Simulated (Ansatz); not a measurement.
# AlBH₂OSe (SMILES [BH]1O[Se][AlH]1): functionals against CCSD(T) at one geometry

A test off equilibrium: a structure displaced at random from a GFN2-xTB minimum is computed at several levels, and each is set against CCSD(T).

The runs use Ansatz 0.2.0, Gaussian basis; single points in def2-TZVPP.

Cores are frozen in the correlated methods. Filled d shells of the heavier atoms are correlated. B3LYP uses VWN-RPA correlation.

**1. The starting structure**

SMILES `[BH]1O[Se][AlH]1`, 6 atoms, charge 0, spin multiplicity 1.

Atoms are counted from 1 here; the program's logs count them from 0.

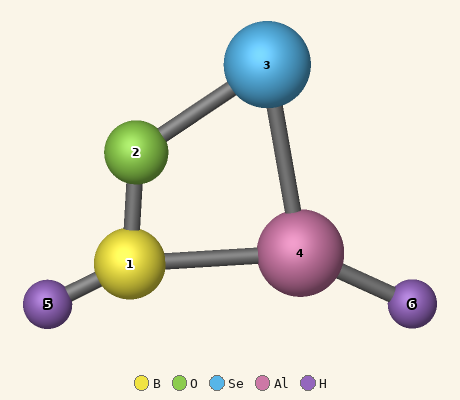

Start geometry, drawn with boron yellow, oxygen green, selenium blue, aluminium pink, hydrogen purple; atoms are numbered from 1 in the order of the file.

Coordinates:

```xyz
6
charge 0, multiplicity 1
B     1.0255    0.0580   -0.5442
O     0.5709   -1.1867   -0.1647
Se   -1.0415   -1.5791    0.8125
Al   -0.7096    0.7388    0.4050
H     1.9591    0.1465   -1.1595
H    -1.7114    1.8627    0.7382
```

**2. CCSD(T)/def2-TZVPP**

Contents of run/in.yaml:

```yaml
crystal:
  periodic: [false, false, false]
  atoms:
    - {symbol: B, position_ang: [1.025500, 0.058000, -0.544200]}
    - {symbol: O, position_ang: [0.570900, -1.186700, -0.164700]}
    - {symbol: Se, position_ang: [-1.041500, -1.579100, 0.812500]}
    - {symbol: Al, position_ang: [-0.709600, 0.738800, 0.405000]}
    - {symbol: H, position_ang: [1.959100, 0.146500, -1.159500]}
    - {symbol: H, position_ang: [-1.711400, 1.862700, 0.738200]}
basis:
  gaussian: {orbitals: def2-TZVPP}
correlation: {method: ccsd_t}
output: {forces: true}
```

The command line of these runs was not kept.

**3. PBE0-D4/def2-TZVPP**

run/in.yaml, as its differences from that of step 2:

```diff
@@ -11,3 +11,3 @@
   gaussian: {orbitals: def2-TZVPP}
-correlation: {method: ccsd_t}
-output: {forces: true}
+hamiltonian: {xc: pbe0, dispersion: d4}
+output: {forces: true, orbitals: {seedname: orbitals}}
```

**4. wB97M-V/def2-TZVPP**

run/in.yaml, as its differences from that of step 3:

```diff
@@ -11,3 +11,3 @@
   gaussian: {orbitals: def2-TZVPP}
-hamiltonian: {xc: pbe0, dispersion: d4}
-output: {forces: true, orbitals: {seedname: orbitals}}
+hamiltonian: {xc: {name: wB97M-V}}
+output: {forces: true}
```

**5. r2SCAN-D4/def2-TZVPP**

run/in.yaml, as its differences from that of step 4:

```diff
@@ -11,3 +11,3 @@
   gaussian: {orbitals: def2-TZVPP}
-hamiltonian: {xc: {name: wB97M-V}}
+hamiltonian: {xc: r2scan, dispersion: d4}
 output: {forces: true}
```

**6. PBE-D4/def2-TZVPP**

run/in.yaml, as its differences from that of step 5:

```diff
@@ -11,3 +11,3 @@
   gaussian: {orbitals: def2-TZVPP}
-hamiltonian: {xc: r2scan, dispersion: d4}
+hamiltonian: {xc: pbe, dispersion: d4}
 output: {forces: true}
```

**7. B3LYP-D4/def2-TZVPP**

run/in.yaml, as its differences from that of step 6:

```diff
@@ -11,3 +11,3 @@
   gaussian: {orbitals: def2-TZVPP}
-hamiltonian: {xc: pbe, dispersion: d4}
+hamiltonian: {xc: {name: B3LYP}, dispersion: d4}
 output: {forces: true}
```

**8. HSE06-D4/def2-TZVPP**

run/in.yaml, as its differences from that of step 7:

```diff
@@ -11,3 +11,3 @@
   gaussian: {orbitals: def2-TZVPP}
-hamiltonian: {xc: {name: B3LYP}, dispersion: d4}
+hamiltonian: {xc: hse06, dispersion: d4}
 output: {forces: true}
```

(Steps that only read results are left out.)

Before running it: what results should come out? Wanted: energy less free atoms, CCSD(T)/def2-TZVPP; RMS force component; RMS force error; HOMO and LUMO, PBE0-D4; T1 diagnostic.

The runs gave:

```
                                  quantity                                                                                             value
energy less free atoms, CCSD(T)/def2-TZVPP                                                                                        -18.250 eV
                       RMS force component                                                              1.050 to 1.122 eV/Å over the methods
                           RMS force error  PBE0-D4 0.184, wB97M-V 0.166, r2SCAN-D4 0.113, PBE-D4 0.173, B3LYP-D4 0.159, HSE06-D4 0.184 eV/Å
                    HOMO and LUMO, PBE0-D4                                                                                -6.86 and -2.41 eV
                             T1 diagnostic                                                                                             0.017
```

Against CCSD(T) the functionals' energies less atoms differ by -1.294 to -0.606 eV, PBE-D4 by -1.294 eV. CCSD(T) in triple zeta still lacks some correlation energy of the bonds, so part of these gaps is its own basis error and they don't rank the functionals. The forces of r2SCAN-D4 come nearest to CCSD(T), those of PBE0-D4 are farthest. Frozen-core CCSD(T) forces in triple zeta carry basis errors of their own, and this is one geometry, so small gaps rank nothing.
